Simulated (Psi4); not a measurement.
# CCSD(T)/6-31G(d) (spherical functions) run of AlSiNH6O (SMILES O[SiH2][NH][AlH2])

What is the vertical singlet–triplet gap of AlSiNH6O at CCSD(T)/6-31G* (spherical functions)? 

Program for the calculation: Psi4 1.11.

3 further runs of the same task are left out: 3 set aside as unsound or not needed.

### 1 The molecule

AlSiNH6O has 10 atoms, charge 0, and is taken as a singlet. As SMILES, `O[SiH2][NH][AlH2]`. The shape is that of a PBE0-D4/def2-TZVP optimisation. This is one conformer, not always the lowest.

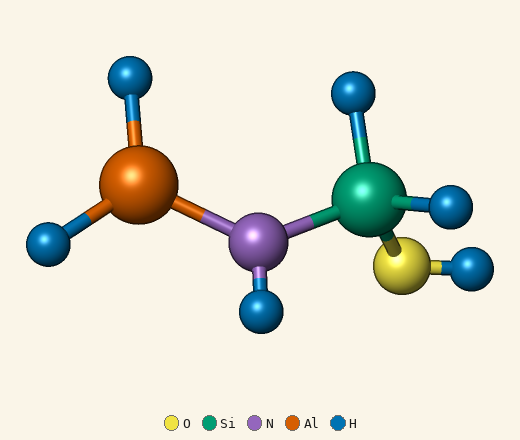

The structure, seen from a chosen angle (oxygen yellow, silicon teal, nitrogen purple, aluminium orange, hydrogen blue).

### 2 A single-point energy at CCSD(T)/6-31G(d) (spherical functions)

Input file job.dat:

```
memory 2.2 GB

molecule molecule1 {
  0 1
  O     -1.817400    -0.693800    -1.056500
  Si    -0.576600     0.373900    -0.851600
  N      0.693300    -0.382300     0.009600
  Al     1.233300    -0.094800     1.686300
  H     -2.399800    -0.547900    -1.803100
  H     -1.000200     1.543800    -0.039500
  H     -0.142800     0.831300    -2.203200
  H      1.159400    -1.127800    -0.493000
  H      0.508400     1.030600     2.525200
  H      2.425400    -0.984200     2.228700
  symmetry c1
}

set basis 6-31G*
set puream true
set e_convergence 1e-09
set d_convergence 1e-08
set scf_type pk
set num_frozen_docc 12

energy('ccsd(t)')
```

On the command line:

```
psi4 -i job.dat -o job.out -n 1
```

job.out:

```text
[...]
  Running in c1 symmetry.
[...]
  Nuclear repulsion =  207.762866418243391
[...]
  Multiplicity = 1
[...]
  Nalpha       = 24
  Nbeta        = 24
[...]
    Number of basis functions: 76
[...]
   @RHF iter   1:  -663.53983048456962   -1.00493e+00   7.95545e-03 ADIIS/DIIS
[...]
   @RHF iter  11:  -663.70995896959437   -7.16227e-12   6.84268e-09 DIIS
[...]
    Orbital Energies [Eh]
    ---------------------
    Doubly Occupied:
       1A    -68.786964     2A    -58.455199     3A    -20.551169
       4A    -15.527396     5A     -6.140909     6A     -4.882985
       7A     -4.247710     8A     -4.247267     9A     -4.246906
      10A     -3.198053    11A     -3.195596    12A     -3.194869
      13A     -1.332672    14A     -1.106652    15A     -0.741417
      16A     -0.652909    17A     -0.618543    18A     -0.570213
      19A     -0.536075    20A     -0.509554    21A     -0.470076
      22A     -0.449250    23A     -0.425889    24A     -0.408261
[...]
  @RHF Final Energy:  -663.70995896959437
   => Energetics <=
    Nuclear Repulsion Energy =            207.7628664182433909
    One-Electron Energy =               -1333.9525775820634408
    Two-Electron Energy =                 462.4797521942256253
    Total Energy =                       -663.7099589695943678
[...]
 Multipole Moments:
 ------------------------------------------------------------------------------------
     Multipole            Electronic (a.u.)      Nuclear  (a.u.)        Total (a.u.)
 ------------------------------------------------------------------------------------
 L = 1.  Multiply by 2.5417464519 to convert [e a0] to [Debye]
 Dipole X            :          0.6257720           -0.5649356            0.0608364
 Dipole Y            :         -1.1922631            1.1974702            0.0052072
 Dipole Z            :          1.0892028           -1.6518771           -0.5626742
 Magnitude           :                                                    0.5659774
[...]
      * MP2 total energy                      = -664.180919041971947
[...]
      * CCSD total energy                     = -664.218261244987957
[...]
      * CCSD(T) total energy                  = -664.229057671302144
[...]
```

It took 10 s on 1 thread of Intel Xeon 6975P-C (Granite Rapids), shared host; peak memory 0.41 GiB.

### 3 The triplet at the same level

Input file job.py:

```python
import psi4

psi4.set_memory('2200 MB')
psi4.set_num_threads(1)
psi4.set_output_file('alh6nosi.out', False)

mol = psi4.geometry("""
0 3
O     -3.43438826    -1.31109199    -1.99649565
Si    -1.08961608     0.70656860    -1.60929077
N      1.31014712    -0.72244230     0.01814137
Al     2.33059923    -0.17914604     3.18664516
H     -4.53496475    -1.03538094    -3.40736518
H     -1.89010407     2.91735919    -0.07464418
H     -0.26985289     1.57092933    -4.16344460
H      2.19094847    -2.13123312    -0.93163498
H      0.96073676     1.94755174     4.77193641
H      4.58334174    -1.85986845     4.21163261
units bohr
symmetry c1
no_reorient
no_com
""")

psi4.set_options({
    'basis': '6-31G*',
    'reference': 'uhf',
    'puream': True,
    'e_convergence': 1e-09,
    'd_convergence': 1e-08,
    'scf_type': 'pk',
    'num_frozen_docc': 12,
    'maxiter': 100,
})

E, wfn = psi4.energy('ccsd(t)', molecule=mol, return_wfn=True)
print(f'ccsd(t) energy: {E:.10f} Eh')
```

On the command line:

```
python job.py
```

alh6nosi.out:

```text
[...]
  Running in c1 symmetry.
[...]
  Nuclear repulsion =  207.762866481954291
[...]
  Multiplicity = 3
[...]
  Nalpha       = 25
  Nbeta        = 23
[...]
    Number of basis functions: 76
[...]
   @UHF iter   1:  -663.25673529214578   -7.21834e-01   8.28911e-03 ADIIS/DIIS
[...]
   @UHF iter  27:  -663.47890242959306   -2.50111e-12   4.98185e-09 DIIS
[...]
   @S^2 Observed:                2.046283077E+00
[...]
    Orbital Energies [Eh]
    ---------------------
    Alpha Occupied:
       1A    -68.783470     2A    -58.472120     3A    -20.545896
       4A    -15.511282     5A     -6.136881     6A     -4.902387
       7A     -4.243704     8A     -4.243184     9A     -4.243083
      10A     -3.220784    11A     -3.220221    12A     -3.213204
      13A     -1.327342    14A     -1.097331    15A     -0.736041
      16A     -0.685253    17A     -0.646732    18A     -0.596502
      19A     -0.583862    20A     -0.540015    21A     -0.522037
      22A     -0.480983    23A     -0.448420    24A     -0.414595
      25A     -0.172333
    Alpha Virtual:
[...]
  @UHF Final Energy:  -663.47890242959306
   => Energetics <=
    Nuclear Repulsion Energy =            207.7628664819542905
    One-Electron Energy =               -1333.5556895239565165
    Two-Electron Energy =                 462.3139206124092198
    Total Energy =                       -663.4789024295930631
  UHF NO Occupations:
  HONO-2 :   23  A 1.9778156
  HONO-1 :   24  A 1.0000000
[...]
 Multipole Moments:
 ------------------------------------------------------------------------------------
     Multipole            Electronic (a.u.)      Nuclear  (a.u.)        Total (a.u.)
 ------------------------------------------------------------------------------------
 L = 1.  Multiply by 2.5417464519 to convert [e a0] to [Debye]
 Dipole X            :          2.3545169           -2.2208061            0.1337108
 Dipole Y            :          6.7821320           -6.5734124            0.2087196
 Dipole Z            :         -3.4461327            3.4578208            0.0116881
 Magnitude           :                                                    0.2481513
[...]
      * MP2 total energy                      = -663.951068017574926
[...]
      * CCSD total energy                     = -663.994799682631196
[...]
      * CCSD(T) total energy                     = -664.006596063764960
```

On the terminal:

```text
ccsd(t) energy: -664.0065960638 Eh
```

It took 46 s on 1 thread of Intel Xeon 6975P-C (Granite Rapids), shared host; peak memory 0.41 GiB.

### 4 What came out

At CCSD(T)/6-31G* (spherical functions), 12 core orbitals frozen:

```
                                                           quantity          value
                                              singlet: total energy  -664.22906 Eh
                       singlet: HOMO energy (Hartree–Fock orbitals)      -11.11 eV
                       singlet: LUMO energy (Hartree–Fock orbitals)        1.85 eV
                     singlet: HOMO–LUMO gap (Hartree–Fock orbitals)       12.96 eV
              singlet: correlation energy (12 core orbitals frozen)     -519.1 mEh
                                            singlet: (T) correction     -10.80 mEh
                                             singlet: T1 diagnostic          0.014
                                              triplet: total energy  -664.00660 Eh
triplet: HOMO energy (Hartree–Fock orbitals) (highest over α and β)       -4.69 eV
 triplet: LUMO energy (Hartree–Fock orbitals) (lowest over α and β)       -3.59 eV
              triplet: correlation energy (12 core orbitals frozen)     -527.7 mEh
                                            triplet: (T) correction     -11.80 mEh
                         triplet: ⟨S²⟩ of the reference determinant          2.046
                                             triplet: T1 diagnostic          0.031
                   vertical energy of the triplet above the singlet       6.053 eV
```

At this shape the triplet lies 6.05 eV (584 kJ/mol) above the singlet. The triples (singlet) make up 2.1 % of the correlation energy. The triples (triplet) make up 2.2 % of the correlation energy.
